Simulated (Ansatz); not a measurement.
Consider KMnF3 (cubic perovskite) (Pm-3m).

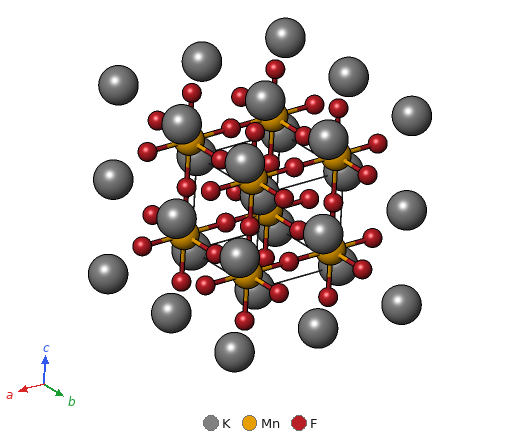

The structure (potassium grey, manganese orange, fluorine red). 2×2×2 cells are drawn. Some periodic images of atoms are drawn too.

The structure was built from a prototype and need not be the compound's stable phase.

```yaml
crystal:
  lattice:
    - [0.00000, -3.86870, 0.00000]
    - [0.00000, 0.00000, 3.86870]
    - [-3.86870, 0.00000, 0.00000]
  atoms:
    - { symbol: K, position: [0.00000, 0.00000, 0.00000] }
    - { symbol: Mn, position: [0.50000, 0.50000, 0.50000] }
    - { symbol: F, position: [0.50000, 0.50000, 0.00000] }
    - { symbol: F, position: [0.50000, 0.00000, 0.50000] }
    - { symbol: F, position: [0.00000, 0.50000, 0.50000] }
```

The structure was relaxed with LDA. The structure type comes from a generator and need not be one that this composition takes. The structure was generated from a model, not taken from a measurement. The runs that relaxed it are not among those shown. The program's search for lower electronic states was switched off, so nothing shows that the state found is the lowest. PAW set soft_2, made with PBE.

A constrained-RPA run (Ansatz 0.2.0; non-magnetic LDA; Mn d, bands v3 to c2, 4×4×4 mesh, medium accuracy) builds 5 functions on bands 3.5 eV wide, with 5.0 electrons in the window. The bare on-site interaction is 20.5 eV and the bare J 0.69 eV.

What U and J survive the screening?

On the Mn d shell, U = 7.01 eV (34 % of the bare value), U′ = 5.88 eV, J = 0.57 eV.

The parent state is non-magnetic and the interaction static (zero frequency); U depends on the window and the orbitals, so it belongs to this model alone.

[Paths, hosts, dates, memory and timing lines, banners, echoed tables and standing remarks are left out of the program output.]

[Logs are printed without paths, hosts, clocks, repeated set-up lines and the standing remarks that a program may print on its own settings, such as how far it seeks lower states.]

[Runs of the session that timed out or met a known fault of the program may be left out.]

[Hosts, paths, dates, database ids (printed as entryN), source tags and the programs' standing remarks are cut or masked in the printed files.]
